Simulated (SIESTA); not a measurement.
Band structure of ZnIr (P-6m2, 2 atoms in the cell).

```
ZnIr
1.0
    2.77718     0.00000     0.00000
   -1.38859     2.40511     0.00000
    0.00000     0.00000     4.16386
Zn Ir
1 1
Direct
  0.66667   0.33333   0.50000
  0.00000   0.00000   0.00000
```

Level of theory: LDA PW92, numerical atomic orbitals DZP, PseudoDojo LDA standard norm-conserving potentials (rewritten from UPF to PSML) in SIESTA.

Settings: XC.functional = LDA; XC.authors = PW92; potentials = PseudoDojo LDA standard; PAO.BasisSize = DZP; PAO.EnergyShift = 0.005 Ry; MeshCutoff = 400 Ry; kgrid.MonkhorstPack = 18 18 11; OccupationFunction = FD; ElectronicTemperature = 1160.45 K; MaxSCFIterations = 150; SCF.Mixer.Method = Pulay; SCF.Mixer.Weight = 0.25; SCF.Mixer.History = 6; SCF.DM.Tolerance = 1.0E-05.

The starting cell comes from a database of computed structures (which also holds hypothetical and non-ambient phases and stackings), without a prior relaxation at this level. Spin-orbit coupling is off. Spin polarisation is off. Values carry the incompleteness of an atom-centred basis.

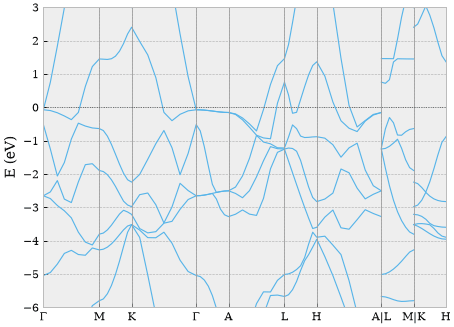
*Bands along the path, energies from the Fermi level.*

Levels in eV from the Fermi level, bands 15 to 20:
| point | 15 | 16 | 17 | 18 | 19 | 20 |
|---|---|---|---|---|---|---|
| Γ | -5.05 | -2.65 | -2.65 | -0.52 | -0.08 | -0.08 |
| M | -4.28 | -3.81 | -1.90 | -0.64 | 1.45 | 3.67 |
| K | -3.52 | -3.21 | -2.98 | -2.25 | 2.40 | 2.98 |
| A | -7.11 | -3.28 | -2.51 | -2.51 | -0.16 | -0.16 |
| L | -5.01 | -1.26 | -1.25 | -1.22 | 0.75 | 1.46 |
| H | -3.90 | -3.60 | -2.83 | -0.88 | 1.36 | 5.26 |

Bands cross the Fermi level along this path, so the cell is metallic at this level.

Higher empty bands are left out: an atom-centred basis made for the valence describes them poorly.
